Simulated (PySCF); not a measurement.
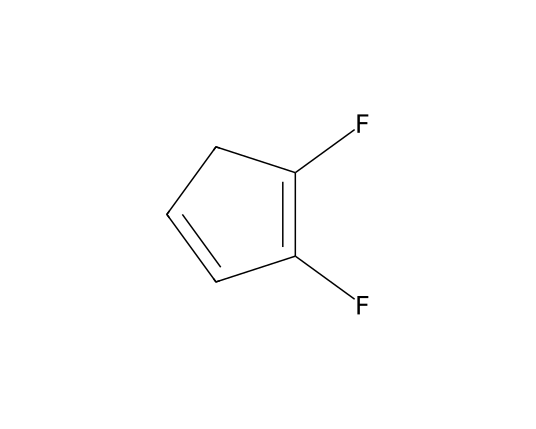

Structural formula above. Computed geometry: PBE0-D3(BJ)/def2-SVP optimisation. No frequency run is at hand to confirm it as a minimum.

What does the molecule look like in three dimensions?

The molecule is C₅H₄F₂. As SMILES it reads `FC1=C(F)CC=C1`. Independent rings (smallest set): 1 of 5 members. Among its groups: alkene, C–F bond. The point group is Cs. Coordination: 4 C trigonal planar; 1 C tetrahedral.

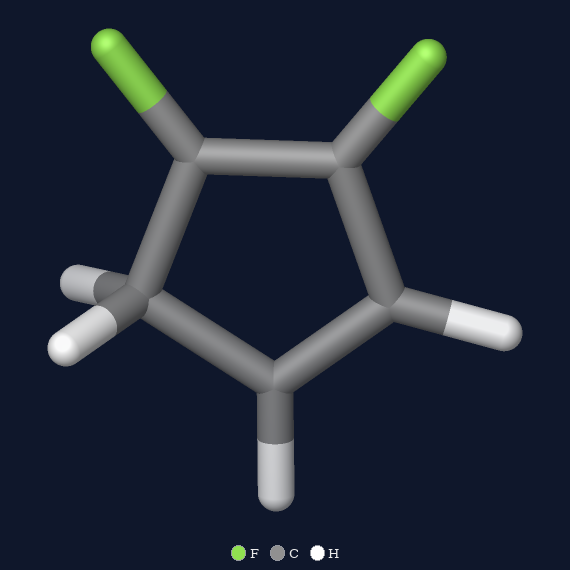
